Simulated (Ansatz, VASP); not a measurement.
**Cross-check of Ni between VASP and Ansatz**

Aim: how closely do two programs agree when they are given the same cell, functional and k mesh?

Method: plane waves, with VASP 6.6.1 beside it; single point at PBEsol, in Ansatz 0.2.0.

## 1. Starting point

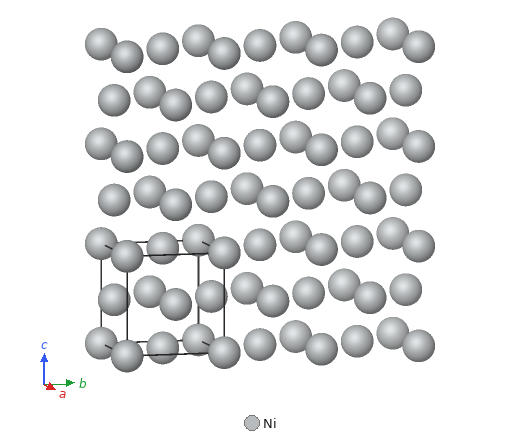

Start, viewed slightly off an axis; nickel light grey. 1×3×3 cells are drawn. This picture shows the conventional cell, with its axes. Some periodic images of atoms are drawn too.

As a file:

```cif
data_structure
_symmetry_space_group_name_H-M 'Fm-3m'
_symmetry_Int_Tables_number 225
_cell_length_a 3.4609
_cell_length_b 3.4609
_cell_length_c 3.4609
_cell_angle_alpha 90.000
_cell_angle_beta 90.000
_cell_angle_gamma 90.000
_cell_volume 41.45
loop_
_atom_site_label
_atom_site_type_symbol
_atom_site_symmetry_multiplicity
_atom_site_Wyckoff_symbol
_atom_site_fract_x
_atom_site_fract_y
_atom_site_fract_z
_atom_site_occupancy
Ni1 Ni 4 a 0.00000 0.00000 0.00000 1
```

## 2. VASP: single point, PBEsol

With cell and atoms fixed, the geometry can't cause a difference; cores, projectors, grids and the points listed under the comparison can.

Lines of VASP's logs that name or quote its potential files are left out, and so is its time.

The input, INCAR:

```
SYSTEM = Ni
PREC = Accurate
ENCUT = 450
EDIFF = 1E-08
NELM = 100
ISMEAR = -1
SIGMA = 0.025
LREAL = .FALSE.
ALGO = Normal
GGA = PS
NBANDS = 13
ISPIN = 2
MAGMOM = 1.5
LASPH = .TRUE.
LMAXMIX = 4
LORBIT = 11
LWAVE = .FALSE.
LCHARG = .FALSE.
KPAR = 2
ISIF = 2
```

The input, POSCAR:

```
Ni
1.0
    0.0000000000      1.7304310307      1.7304310307
    1.7304310307      0.0000000000      1.7304310307
    1.7304310307      1.7304310307      0.0000000000
Ni
1
Direct
    0.0000000000      0.0000000000      0.0000000000
```

The input, KPOINTS:

```
Automatic mesh
0
Gamma
38 38 38
0 0 0
```

The projector-augmented-wave data sets are Ni (PBE family, release 64).

Started as:

```sh
$ mpirun -np 2 vasp_std
```

Numbers of over 12 decimals in the logs are rounded to 6 here.

Output:

```text
[banner, memory and clock lines left out]
running    2 mpi-ranks, on    1 nodes
 distrk:  each k-point on    1 cores,    2 groups
 distr:  one band on    1 cores,    1 groups

 POSCAR found type information on POSCAR Ni
 POSCAR found :  1 types and       1 ions
|                                                                             |
|               ----> ADVICE to this user running VASP <----                  |
|                                                                             |
|     You enforced a specific xc type in the INCAR file but a different       |
|     [... a line on the potential file left out ...]
|     I HOPE YOU KNOW WHAT YOU ARE DOING!                                     |
|                                                                             |

 LDA part: xc-table for (Slater+PW92), standard interpolation
 POSCAR, INCAR and KPOINTS ok, starting setup
 FFT: planning ... GRIDC
 FFT: planning ... GRID_SOFT
 FFT: planning ... GRID
 WAVECAR not read
 entering main loop
       N       E                     dE             d eps       ncg     rms          rms(c)
DAV:   1     0.284626375156E+02    0.28463E+02   -0.39951E+03 79314   0.895E+02
DAV:   2    -0.621934761577E+01   -0.34682E+02   -0.32358E+02 82575   0.159E+02
DAV:   3    -0.727879407443E+01   -0.10594E+01   -0.10539E+01 87771   0.299E+01
DAV:   4    -0.728626906242E+01   -0.74750E-02   -0.74736E-02 87233   0.226E+00
DAV:   5    -0.728639295807E+01   -0.12390E-03   -0.12389E-03 89806   0.270E-01    0.115E+01
DAV:   6    -0.649620437334E+01    0.79019E+00   -0.14963E+01101141   0.499E+01    0.597E+00
DAV:   7    -0.615757266371E+01    0.33863E+00   -0.25293E+00 99144   0.184E+01    0.195E+00
DAV:   8    -0.614095363109E+01    0.16619E-01   -0.22084E-02 94465   0.111E+00    0.101E+00
DAV:   9    -0.613778580249E+01    0.31678E-02   -0.17637E-03119058   0.273E-01    0.317E-01
DAV:  10    -0.613688531106E+01    0.90049E-03   -0.89229E-04117249   0.175E-01    0.369E-02
DAV:  11    -0.613687440221E+01    0.10909E-04   -0.20542E-05 95519   0.353E-02    0.245E-02
DAV:  12    -0.613687586723E+01   -0.14650E-05   -0.56478E-06111878   0.145E-02    0.809E-03
DAV:  13    -0.613687555208E+01    0.31516E-06   -0.80170E-08 91879   0.332E-03    0.249E-03
DAV:  14    -0.613687565942E+01   -0.10735E-06   -0.47866E-08 74542   0.246E-03    0.498E-04
DAV:  15    -0.613687562145E+01    0.37970E-07   -0.80145E-09 52630   0.745E-04    0.530E-04
DAV:  16    -0.613687561920E+01    0.22533E-08   -0.66474E-10 42505   0.266E-04
   1 F= -.61368756E+01 E0= -.61350883E+01  d E =-.357469E-02  mag=     0.6098
```

OUTCAR, selected parts (step 2):

```text
ion  position               nearest neighbor table
   1  0.000  0.000  0.000-

  LATTYP: Found a face centered cubic cell.
 ALAT       =     3.4608620614

 Subroutine GETGRP returns: Found 48 space group operations
 (whereof 48 operations were pure point group operations)

The static configuration has the point symmetry O_h .

 Found   1440 irreducible k-points:

   k-points           NKPTS =   1440   k-points in BZ     NKDIM =   1440   number of bands    NBANDS=     13

   dimension x,y,z NGX =    18 NGY =   18 NGZ =   18
   dimension x,y,z NGXF=    36 NGYF=   36 NGZF=   36

   ENCUT  =  450.0 eV  33.07 Ry    5.75 a.u.   4.23  4.23  4.23*2*pi/ulx,y,z

   NELECT =      10.0000    total number of electrons

 k-points in reciprocal lattice and weights: Automatic mesh
   0.00000000  0.00000000  0.00000000       0.000
   0.02631579  0.00000000  0.00000000       0.000
   0.05263158  0.00000000  0.00000000       0.000
   0.07894737  0.00000000  0.00000000       0.000
   0.10526316  0.00000000  0.00000000       0.000
   0.13157895  0.00000000  0.00000000       0.000
   0.15789474  0.00000000  0.00000000       0.000
   0.18421053  0.00000000  0.00000000       0.000
   0.21052632  0.00000000  0.00000000       0.000
[...]
-0.26315789  0.47368421  0.23684211       0.000
  -0.26315789  0.50000000  0.23684211       0.000

 average (electrostatic) potential at core
       1 -81.2678

 E-fermi :   9.8970

 spin component 1
 k-point     1 :       0.0000    0.0000    0.0000
  band No.  band energies     occupation
    ...
      2       7.3450      1.00000
      3       7.3450      1.00000
      4       7.3450      1.00000
      5       8.6017      1.00000
      6       8.6017      1.00000
      7      34.0030      0.00000
      8      38.2260      0.00000
      9      38.2260      0.00000
     10      38.2260      0.00000
     11      41.3133      0.00000
    ...

 k-point     2 :       0.0263    0.0000    0.0000
  band No.  band energies     occupation
    ...
      2       7.3371      1.00000
      3       7.3517      1.00000
      4       7.3517      1.00000
      5       8.5986      1.00000
      6       8.5986      1.00000
      7      33.9396      0.00000
      8      37.7056      0.00000
      9      38.1547      0.00000
     10      38.1547      0.00000
     11      41.4158      0.00000
    ...

 k-point     3 :       0.0526    0.0000    0.0000
  band No.  band energies     occupation
    ...
      2       7.3141      1.00000
      3       7.3712      1.00000
      4       7.3712      1.00000
      5       8.5901      1.00000
      6       8.5901      1.00000
      7      33.7001      0.00000
      8      36.7237      0.00000
      9      37.9674      0.00000
     10      37.9674      0.00000
     11      41.6940      0.00000
    ...

 k-point     4 :       0.0789    0.0000    0.0000
  band No.  band energies     occupation
    ...
      2       7.2774      1.00000
      3       7.4021      1.00000
      4       7.4021      1.00000
      5       8.5777      1.00000
      6       8.5777      1.00000
      7      33.1344      0.00000
      8      35.8775      0.00000
      9      37.7138      0.00000
     10      37.7138      0.00000
     11      42.0842      0.00000
    ...

 k-point     5 :       0.1053    0.0000    0.0000
  band No.  band energies     occupation
    ...
      2       7.2296      1.00000
      3       7.4415      1.00000
      4       7.4415      1.00000
      5       8.5640      1.00000
      6       8.5640      1.00000
      7      32.1570      0.00000
      8      35.3755      0.00000
      9      37.4342      0.00000
     10      37.4342      0.00000
     11      42.4155      0.00000
    ...

 k-point     6 :       0.1316    0.0000    0.0000
  band No.  band energies     occupation
    ...
      2       7.1741      1.00000
      3       7.4852      1.00000
      4       7.4852      1.00000
      5       8.5532      1.00000
      6       8.5532      1.00000
      7      30.9156      0.00000
      8      35.1023      0.00000
      9      37.1534      0.00000
     10      37.1534      0.00000
     11      42.3781      0.00000
    ...

  Total        0.0034820      0.0034820      0.0034820      0.0000000      0.0000000     -0.0000000
  in kB        0.5383309      0.5383309      0.5383309      0.0000000      0.0000000     -0.0000000
  external PRESSURE =       0.5383309 kB  Pullay stress =       0.0000000 kB

  energy-cutoff  :      450.00
  volume of cell :       10.36
      direct lattice vectors                 reciprocal lattice vectors
     0.000000000  1.730431031  1.730431031    -0.288945350  0.288945350  0.288945350
     1.730431031  0.000000000  1.730431031     0.288945350 -0.288945350  0.288945350
     1.730431031  1.730431031  0.000000000     0.288945350  0.288945350 -0.288945350

 POSITION                                       TOTAL-FORCE (eV/Angst)
 -----------------------------------------------------------------------------------
      0.00000      0.00000      0.00000        -0.000000     -0.000000     -0.000000
 -----------------------------------------------------------------------------------
    total drift:                               -0.000000     -0.000000     -0.000000

  FREE ENERGIE OF THE ION-ELECTRON SYSTEM (eV)
  ---------------------------------------------------
  free  energy   TOTEN  =        -6.1368756192 eV

  energy  without entropy=       -6.1333009275  energy(sigma->0) =       -6.13508827

 total charge
# of ion       s       p       d       tot
------------------------------------------
    1        0.522   0.548   8.335   9.404

 magnetization (x)
# of ion       s       p       d       tot
------------------------------------------
    1       -0.006  -0.024   0.645   0.615

[... 6 further parts left out ...]
```

The run ends at a pressure of 0.05 GPa.

## 3. Ansatz: single point, PBEsol

Ansatz runs on its default PAW (the set named soft_2) files.

The same cell, functional, mesh and smearing now go to Ansatz, which takes its cutoff from its data sets.

The input, input.yaml:

```yaml
crystal:
  lattice:
    - [0.0, 1.7304310307, 1.7304310307]
    - [1.7304310307, 0.0, 1.7304310307]
    - [1.7304310307, 1.7304310307, 0.0]
  atoms:
    - { symbol: Ni, position: [0.0, 0.0, 0.0], spin: 1.5 }
hamiltonian:
  xc: pbesol
  pseudopotentials: { kind: paw }
magnetization:
  spin_polarized: true
kpoints:
  mp_grid: { grid: [38, 38, 38] }
scf:
  occupations: { method: fermi_dirac, width: 0.025 }
  n_extra_bands: 6
output:
  forces: true
  stress: true
  eigenvalues: true
  write_density: true
  write_potential: true
  elf: true
  volumetric_format: npy
```

Started as:

```sh
$ ansatz run input.yaml --threads 2 --pin off --max-ram 4608MiB --backend cpu --events-out ev --progress --plain --runs-dir out
```

Output:

```text
scf.n_extra_bands = 6 over 9 filled bands (N_el = 18.0): the run solves 15 bands
Engine: ansatz 0.2.0, aarch64-unknown-linux-gnu
Pseudopotentials: kind: paw
Pseudopotential: Ni, paw, valence charge 18, recommended cutoff 420 eV (normal), Ni.paw.azcp
Functional definition: PBEsol
  exchange = pbesol_x
  correlation = pbesol_c
Crystal: 1 atoms, lattice volume = 10.363 Å³
Basis set: ecut = 420 eV, 181 PW (Γ), exchange–correlation on 36×36×36 points (8 copies of the dense FFT grid, shifted against one another)
Bands: 15, of which v1, the nominal top of the filled ones, is band 9 counted from 1 (8 counted from 0)
Symmetry: 48 space group operations
Space group: Fm-3m (ITA 225), of the structure as read, at distance tolerance 2.2e-5 Å
Magnetic group: BNS 225.116 (UNI 1618), of the structure as read, at distance tolerance 2.2e-5 Å
k-points: 1440 of 54872
Non-local potential: Ni, projectors of the file, l = 0: 3, l = 1: 2, l = 2: 3, l = 3: 1
PAW form: soft (Blöchl's): semilocal exchange-correlation on the pseudo side does not see the compensation charge
PAW frozen core: Ni, regenerated for the run's functional, and the local potential with it (the file was generated under x = pbe(κ = 0.804, μ = 0.219515), c = pbe(β = 0.066725))
PAW one-centre angular grid: Ni, 590 points (default); XC on 64 Gauss nodes
Initial density: superposition of atomic densities (chi_scale 0.1, normalization cell)
Starting moments: Σ|m| = 1.5 μB on 1 of 1 site
Initial wavefunctions: pseudopotential atomic-orbital guess
Functional: x = pbesol(κ = 0.804, μ = 0.123457), c = pbesol(β = 0.046)
SCF iter   1: F=—  HF=-5804.439720 eV  |F-HF|=—  |Δ(HF+E_count)|=         —  Δρ=1.32e-1 (↑1.32e-1 ↓3.73e-2)  dr2=1.26e0  dr2_m=4.06e-1  M=0.887 μB ∫|m|=0.947 μB  β_m=0.30  ethr=3.10e-3  ⟨swp⟩=6.0  Hψ=212244  notcnv=0
Mixer restart at iter 1: flushing history
preconditioner: auto → none  [metal: Δε(μ)=0.000 eV  Ē_g=18.953 eV  σ=0.025 eV  W_gap=0.00  n_scr=0 (ndim 8)  ℏωp=36.5 eV  f_vac=0.000  D(μ)=1.36/eV (n_scr^D=14)]
SCF iter   2: F=—  HF=-5804.082519 eV  |F-HF|=—  |Δ(HF+E_count)|=   3.57e-1  Δρ=1.10e-1 (↑2.99e-2 ↓1.10e-1)  dr2=4.51e-1  dr2_m=3.95e-1  M=0.770 μB ∫|m|=0.826 μB  β_m=0.28  ethr=3.10e-3  ⟨swp⟩=3.0  Hψ=100476  notcnv=0  defer=3675
SCF iter   3: F=—  HF=-5804.342344 eV  |F-HF|=—  |Δ(HF+E_count)|=   2.60e-1  Δρ=5.89e-2 (↑4.38e-2 ↓5.89e-2)  dr2=1.27e-2  dr2_m=2.46e-1  M=0.770 μB ∫|m|=0.832 μB  β_m=0.14  ethr=2.51e-3  ⟨swp⟩=2.3  Hψ=71281  notcnv=0  defer=3683
SCF iter   4: F=—  HF=-5804.584308 eV  |F-HF|=—  |Δ(HF+E_count)|=   2.42e-1  Δρ=4.45e-2 (↑4.00e-2 ↓4.45e-2)  dr2=1.75e-3  dr2_m=1.67e-1  M=0.734 μB ∫|m|=0.801 μB  β_m=0.18  ethr=7.05e-5  ⟨swp⟩=2.8  Hψ=89453  notcnv=0  defer=3742
SCF iter   5: F=—  HF=-5804.854159 eV  |F-HF|=—  |Δ(HF+E_count)|=   2.70e-1  Δρ=2.60e-2 (↑2.60e-2 ↓1.88e-2)  dr2=2.99e-3  dr2_m=4.69e-2  M=0.694 μB ∫|m|=0.767 μB  β_m=0.42  ethr=9.72e-6  ⟨swp⟩=3.0  Hψ=97960  notcnv=0  defer=3741
SCF iter   6: F=—  HF=-5804.975926 eV  |F-HF|=—  |Δ(HF+E_count)|=   1.22e-1  Δρ=6.45e-3 (↑6.45e-3 ↓1.61e-3)  dr2=3.43e-3  dr2_m=7.87e-4  M=0.617 μB ∫|m|=0.696 μB  β_m=0.40  ethr=9.72e-6  ⟨swp⟩=2.6  Hψ=82817  notcnv=0  defer=3750
SCF iter   7: F=—  HF=-5804.974065 eV  |F-HF|=—  |Δ(HF+E_count)|=   1.86e-3  Δρ=1.74e-3 (↑1.74e-3 ↓7.24e-4)  dr2=3.44e-4  dr2_m=2.58e-5  M=0.629 μB ∫|m|=0.707 μB  β_m=0.70  ethr=9.72e-6  ⟨swp⟩=1.0  Hψ=46712  notcnv=0  defer=3750
SCF iter   8: F=—  HF=-5804.974774 eV  |F-HF|=—  |Δ(HF+E_count)|=   7.09e-4  Δρ=1.49e-3 (↑4.01e-4 ↓1.49e-3)  dr2=9.18e-5  dr2_m=7.73e-5  M=0.627 μB ∫|m|=0.706 μB  β_m=0.65  ethr=1.91e-6  ⟨swp⟩=1.7  Hψ=50402  notcnv=0  defer=3750
SCF iter   9: F=—  HF=-5804.974920 eV  |F-HF|=—  |Δ(HF+E_count)|=   1.46e-4  Δρ=2.63e-4 (↑9.87e-5 ↓2.63e-4)  dr2=1.93e-6  dr2_m=2.96e-6  M=0.625 μB ∫|m|=0.704 μB  β_m=0.83  ethr=5.10e-7  ⟨swp⟩=2.2  Hψ=54592  notcnv=0  defer=3750
SCF iter  10: F=—  HF=-5804.974923 eV  |F-HF|=—  |Δ(HF+E_count)|=   2.45e-6  Δρ=6.26e-5 (↑3.94e-5 ↓6.26e-5)  dr2=6.09e-7  dr2_m=1.80e-8  M=0.625 μB ∫|m|=0.704 μB  β_m=0.91  ethr=1.07e-8  ⟨swp⟩=1.8  Hψ=52971  notcnv=0  defer=3760
SCF iter  11: F=—  HF=-5804.974923 eV  |F-HF|=—  |Δ(HF+E_count)|=   1.87e-7  Δρ=8.17e-6 (↑1.53e-6 ↓8.17e-6)  dr2=3.37e-9  dr2_m=1.88e-9  M=0.625 μB ∫|m|=0.704 μB  β_m=0.96  ethr=3.38e-9  ⟨swp⟩=2.2  Hψ=54533  notcnv=0  defer=3760
SCF iter  12: F=-5804.974923 eV  HF=-5804.974923 eV  |F-HF|=3.72e-10  |Δ(HF+E_count)|=  5.57e-10  Δρ=2.18e-6 (↑7.38e-7 ↓2.18e-6)  dr2=4.91e-10  dr2_m=6.04e-11  M=0.625 μB ∫|m|=0.704 μB  ethr=1.87e-11  ⟨swp⟩=8.0  Hψ=238603  notcnv=0
SCF 1 converged in 12 iterations: F = -5804.974923 eV  dr2 = 4.91e-10
  greatest PAW one-centre occupation: 1.001 electrons in one spin orbital (limit 2), on the Ni atom at site 0 (counted from 0), in its partial waves of l = 1
SCF converged after 12 iterations
Magnetization: 0.6249 μB (9.3124 up, 8.6876 down)
Absolute magnetization: 0.7049 μB (∫|ρ↑−ρ↓|, with the PAW one-centre terms)
Spin contamination: 0.0056 ħ² per cell (⟨S²⟩ above its minimum at these occupations)
Per-site moments (μB) at R_I (Å): [(0.659273, 1.009470)]
Free energy (F): -5804.974923 eV
Harris-Foulkes:  -5804.974923 eV  (|F-HF|=3.72e-10)
Internal energy: -5804.971400 eV  (E = F + TS)
E sigma→0 (E₀):  -5804.973161 eV
Entropy (-TS):   -0.003522 eV (-3.522 meV/atom)
Fermi energy:    19.144188 eV
--- Per-component energies (eV) ---
  E_band       = -267.627488
  E_kinetic    = 283.261320
  E_local      = -3354.738519  (includes V_loc(G=0)·N_el)
  E_nonlocal   = 635.767570
  E_hartree    = 1399.912296
  E_xc         = -84.927300
  E_vxc        = -109.925854  (∫ρ·V_xc dr)
  E_paw        = -1594.086483  (= ΣΔE_a)
  E_vpaw       = -521.818746  (= ΣTr[D̂ρ^β])
  E_aug_tail   = 0.000475  (compensation charges beyond the density's cutoff)
  E_ewald      = -3090.358049
  E_core_change = 0.197289  (= ΣΔE_core)
  E_smearing   = -0.003522  (= −TS)
  E_closure    = 0.000000  (closes the sum)
  Σ components = -5804.974923   (vs F -5804.974923, Δ=0.00e0)
--- Forces (eV/Å), atoms counted from 1 ---
  atom   1  Ni    -0.00000000     0.00000000    -0.00000000
  max |Σ_I F_I| component: 5.75e-32 eV/Å
--- Stress (GPa, compression-positive) ---
        0.376142      -0.000000       0.000000
        0.000000       0.376142       0.000000
       -0.000000       0.000000       0.376142
  P = ⅓ Tr σ = 0.3761 GPa (3.761 kbar)
--- Band table (eV; the first three rows and the last of 2880) ---
  k-point 0 ↑: bands = [... 5 lower, 16.5522, 16.5522, 16.5522, 17.8231, 17.8231, 42.9741, 47.3140, 47.3140, ... 2 higher]
  k-point 1 ↑: bands = [... 5 lower, 16.5443, 16.5590, 16.5590, 17.8200, 17.8200, 42.9106, 46.7710, 47.2327, ... 2 higher]
  k-point 2 ↑: bands = [... 5 lower, 16.5210, 16.5788, 16.5788, 17.8114, 17.8114, 42.6733, 45.7807, 47.0242, ... 2 higher]
  k-point 1439 ↓: bands = [... 5 lower, 16.2987, 16.5592, 18.3389, 19.5446, 26.8461, 27.6567, 29.5399, 30.7987, ... 2 higher]
```

The job ended after 48 s (2 threads of Arm Neoverse N1, shared host; peak memory 0.68 GiB).

In the SCF lines HF is the Harris–Foulkes energy and dr2 the Hartree energy of the density residual, in eV; the loop may stop once dr2 is under the threshold and the program's other checks hold. Hψ counts applications of the Hamiltonian.

The run ends at a pressure of 0.38 GPa.

## 4. Comparison

Known differences besides the PAW data sets themselves: the data sets hold 18 valence electrons in Ansatz (default PAW (the set named soft_2) files) and 10 in VASP; the cutoff is 420 eV in Ansatz and 450 eV in VASP; Ansatz makes its cores anew for this functional, VASP keeps those of its PBE data sets; site moments are counted in spheres of each program's own size. Total energies have different zeros and are not compared.

The two programs side by side:

```tsv
quantity	Ansatz	VASP	difference
pressure (GPa)	0.38	0.05	+0.32
total moment (μB)	0.62	0.61	+0.02
moment on Ni1 (μB)	0.66	0.61	+0.04
```

Ansatz's pressure holds a Pulay correction of 0.06 GPa; VASP's holds none.

## 5. Summary of results

```json
{"difference in moment on Ni1 (single point, PBEsol)": "0.044 μB"}
```

The difference in moment on Ni1 is 0.044 μB (single point, PBEsol). 1 further run on this material is not shown. How closely two codes agree says nothing of how well the functional describes the real material.

[Lines on the potential files, build, host, timing and source positions are cut from VASP's logs without a mark.]

[Logs are printed without paths, hosts, clocks, repeated set-up lines and the standing remarks that a program may print on its own settings, such as how far it seeks lower states.]

[Hosts, paths, dates, database ids (printed as entryN), source tags and the programs' standing remarks are cut or masked in the printed files.]
